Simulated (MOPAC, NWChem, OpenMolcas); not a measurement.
## A ladder of methods for CH5BOSi (SMILES B[SiH2]C=O)

The species is CH5BOSi (9 atoms), meant as a singlet with charge 0. SMILES: `B[SiH2]C=O`. The coordinates come from a PBE0-D4/def2-TZVP relaxation. This is one conformer, not always the lowest.

```xyz
9

B    -0.9501    0.8500   -1.0731
Si    0.6108   -0.2060   -0.3865
C     0.3306   -0.5537    1.4945
O     1.0228   -0.0984    2.3658
H    -2.0576    0.5182   -0.7670
H    -0.8288    1.7994   -1.7869
H     1.9581    0.3876   -0.5707
H     0.5420   -1.5409   -1.0559
H    -0.5392   -1.2024    1.7629
```

Quantity: the HOMO–LUMO gap, in eV. The values are calculated.

| level | kind | program | value (eV) |
| --- | --- | --- | --- |
| PM3 | semi-empirical | MOPAC | 9.39 |
| HF/def2-SVP | Hartree–Fock | OpenMolcas | 11.36 |
| SVWN5/def2-SVP | LDA | OpenMolcas | 1.80 |
| PBE/def2-SVP | GGA | OpenMolcas | 1.90 |
| r2SCAN/def2-SVP | meta-GGA | OpenMolcas | 2.39 |
| BHLYP/def2-SVP | global hybrid | OpenMolcas | 6.58 |
| CAM-B3LYP/def2-SVP | range-separated hybrid | NWChem | 6.62 |
| B2PLYP/def2-SVP | double hybrid | OpenMolcas | 6.86 |

The values span 1.80 to 11.36 eV. Orbital gaps aren't excitation energies, and those of double hybrids come from the SCF part alone; they tend to grow with the share of exact exchange.

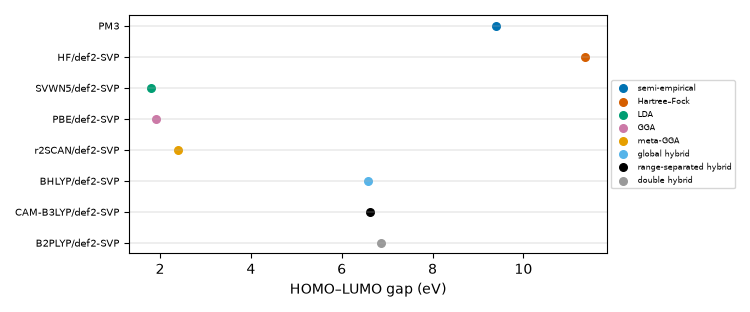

The values of the table, level by level.
